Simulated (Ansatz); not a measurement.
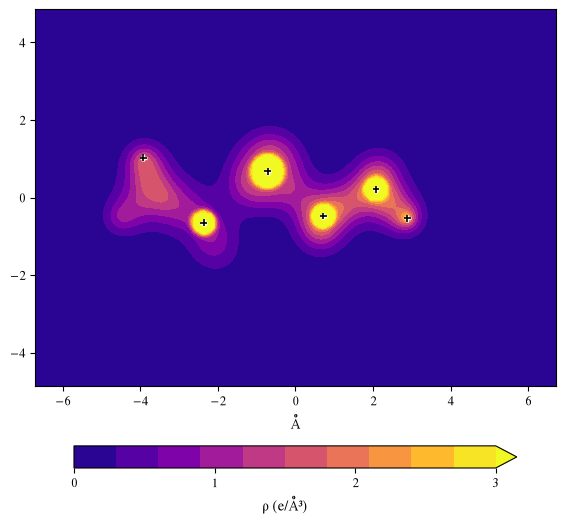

The electron density on a plane through atoms (crosses mark nuclei in the plane).

Computed with isolated molecule in a Gaussian basis; Kohn-Sham density functional theory, functional PBE0 in Ansatz 0.2.0.

Candidates:
A. C$_{4}$H$_{5}$FGeN$_{2}$ (SMILES Fc1cnc[c]([GeH3])n1)
B. C$_{3}$H$_{9}$OSi (SMILES CCC[SiH]O) (doublet)
C. C$_{3}$H$_{13}$BSSi

Which candidate gave the map?

Answer. Candidate C: C$_{3}$H$_{13}$BSSi on the plane of atoms C2, C3 and H19, which holds C, B, S and H. C–C (1.52 Å): ρ at the midpoint is about 1.6 e/Å³. C–S (1.85 Å): ρ is about 1.2 e/Å³ halfway.
